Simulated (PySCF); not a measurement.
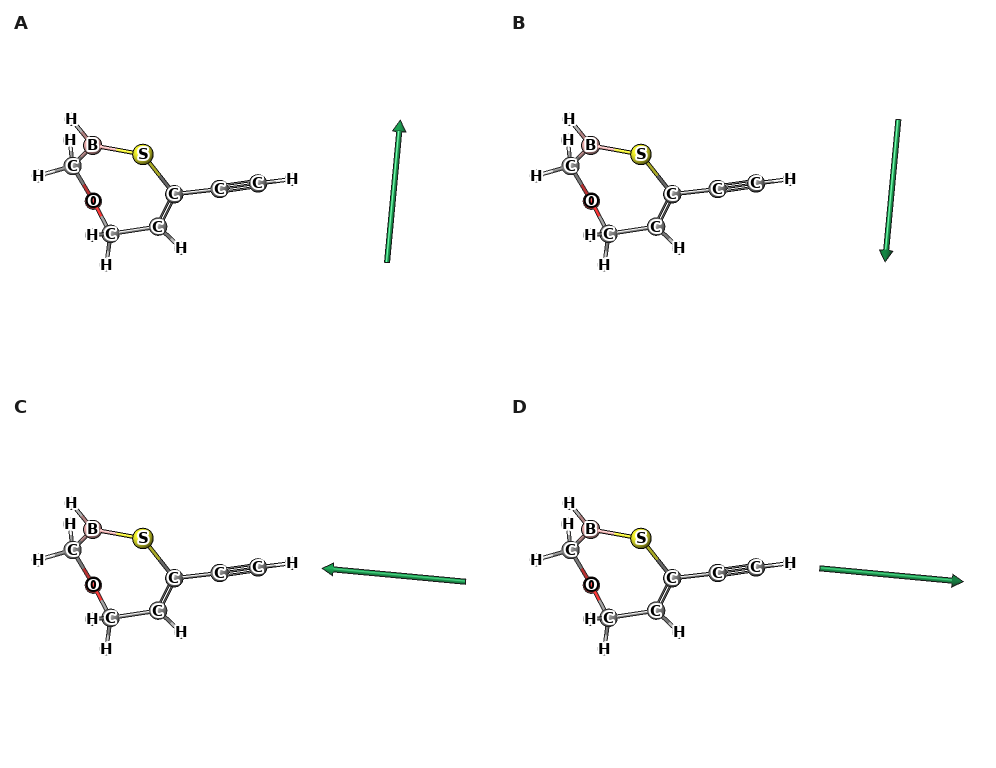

The same molecule four times, each with an arrow. The computed structure is the end point of a GFN2-xTB optimisation. No frequency run is at hand to confirm it as a minimum. Properties computed with PBE0/pcSseg-1, gas phase (PySCF 2.14.0).

Which arrow points along the dipole moment, from the negative to the positive end?

B. The dipole moment is 0.85 D.

The geometry is semi-empirical. Around B such bond lengths and angles can be off by a tenth of an ångström or more and by several degrees, and values that hang on the shape move with them.
